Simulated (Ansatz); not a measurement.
# CH3BFGaO: what the fields show

```xyz
8

F    -2.6764   -0.1333    1.4981
Ga   -1.1525   -0.0525    0.6723
C     0.7783    0.2011    0.4507
B     0.3583   -0.1402   -1.0634
O    -0.9736   -0.3616   -1.1640
H     1.4180   -0.5175    0.9663
H     1.1555    1.2058    0.6507
H     1.0924   -0.2018   -2.0107
```

Geometry: PBE0-D4/def2-TZVP.

The calculation used Ansatz, RKS PBE0-D4/def2-TZVPP.

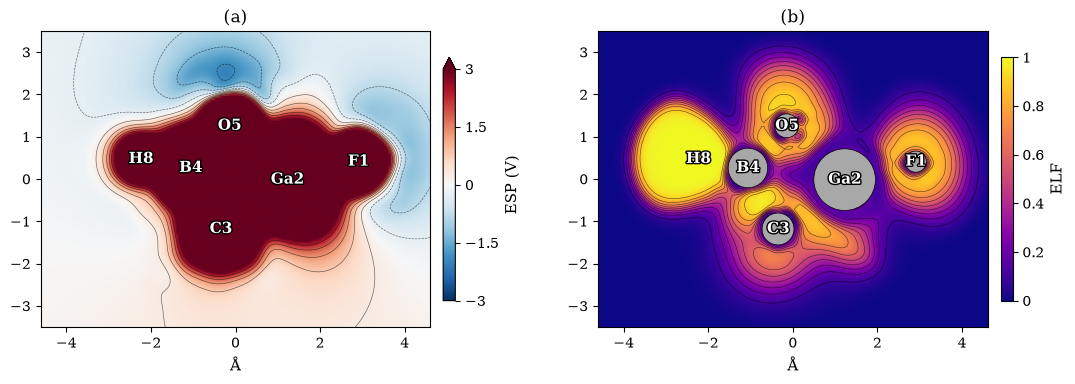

Figure 1. (a) electrostatic potential; (b) electron localisation function on the plane of atoms F1, Ga2 and O5. Grey discs cover the atomic cores in the ELF map.

> What does the map show?

The section cuts through F, Ga, C, B, O and H sites.
B–O (1.35 Å): the ELF peaks at about 0.90 between the atoms, as expected for a short, strongly polar bond.
C–B (1.61 Å): the ELF peaks at about 0.95 between the atoms; a covalent bond.
Ga–F (1.74 Å): the ELF peaks at about 0.80 in the valence shell of F, 0.5 Å from its nucleus, and is about 0.20 at the midpoint.
Ga–O (1.87 Å): the ELF peaks at about 0.85 in the valence shell of O, 0.6 Å from its nucleus, and is about 0.25 at the midpoint.
C–Ga (1.96 Å): the ELF peaks at about 0.85 in the valence shell of C, 0.6 Å from its nucleus, and is about 0.45 at the midpoint.
The ELF also peaks beside F1 and O5, away from the bonds: lone-pair regions.
Outside the dense part of the molecule the potential is most negative (−2.0 V) near O5.

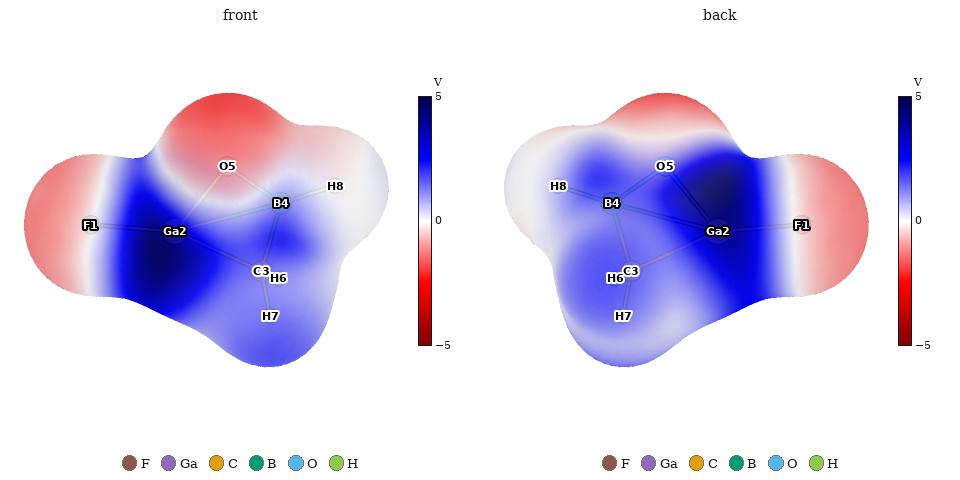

Figure 2. The electrostatic potential painted on the density surface at 0.004 e/bohr³, seen from the front and from behind; the colour scale runs from red (negative) to blue (positive).

> Where is the surface potential most negative and most positive?

The most negative region (about −1.8 V, or −42 kcal/mol for a unit charge) lies over O5, the most positive (about +4.7 V, or +108 kcal/mol for a unit charge) over Ga2. O5 is the likeliest acceptor of a hydrogen bond.

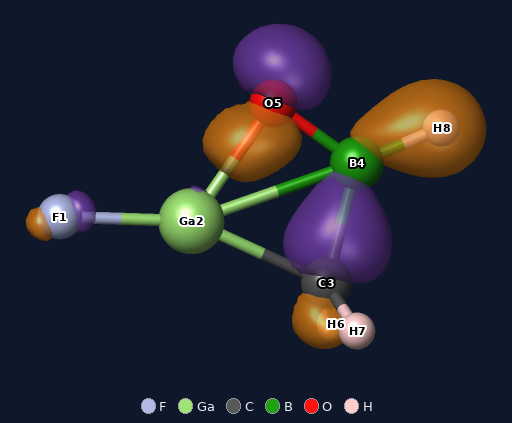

Figure 3. The HOMO at ±0.2 Å⁻³ᐟ² (orange and purple are the two phases), seen at a tilt.

> Describe this orbital and give its energy.

It lies mainly on O5 (about 35 %), C3 (about 20 %), B4 (about 15 %), H8 (about 15 %) and Ga2 (about 5 %). Its energy is −8.29 eV.
